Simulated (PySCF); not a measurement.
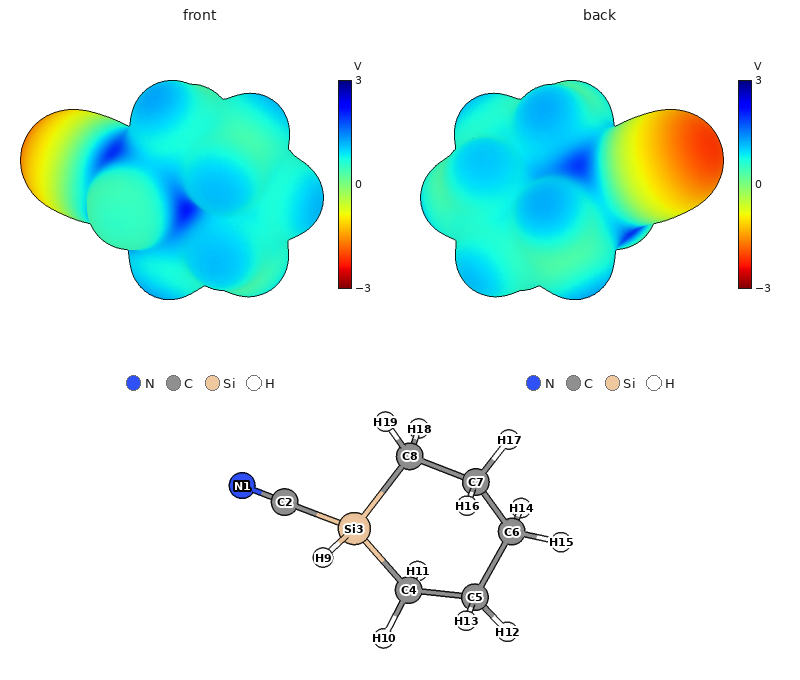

Figure. C$_{6}$H$_{11}$NSi (SMILES N#C[SiH]1CCCCC1). The electrostatic potential painted on the density surface at 0.004 e/bohr³, seen from the front and from behind; red is negative and blue positive. The bare structure is drawn below in the same view.

Geometry: PBE0-D3(BJ)/def2-SVP.

All numbers below come from PBE0/pcSseg-1, SCF density, gas phase, non-relativistic in PySCF.

Input

```
{"job": {"xc": "PBE0", "basis": "pcSseg-1", "kind": "nmr", "pop": true}, "charge": 0, "multiplicity": 1}
N      3.862713    -1.088119    -1.304187
C      2.918368    -0.835108    -0.679666
Si     1.382316    -0.410624     0.290107
C      0.803996     1.321059    -0.141781
C     -0.635942     1.522907     0.350697
C     -1.623599     0.476249    -0.168024
C     -1.359343    -0.949210     0.320601
C     -0.035685    -1.546869    -0.178082
H      1.750109    -0.538412     1.731190
H      1.481085     2.084992     0.271184
H      0.846284     1.424511    -1.240266
H     -0.984523     2.526780     0.056579
H     -0.654560     1.513386     1.456072
H     -1.618058     0.488045    -1.273791
H     -2.642056     0.770514     0.132931
H     -1.375583    -0.955114     1.426018
H     -2.193426    -1.599122     0.008161
H     -0.049968    -1.632186    -1.278756
H      0.118070    -2.564426     0.213551
```

Run with:

```sh
OMP_NUM_THREADS=1 python ens_run.py task.json out
```

### Describe the electrostatic potential map.

The most negative region (about −2.1 V) lies over N1, the most positive (about +1.9 V) over Si3. N1 is the likeliest acceptor of a hydrogen bond.

### What dipole moment does the calculation give?

Its dipole moment is 4.46 D.
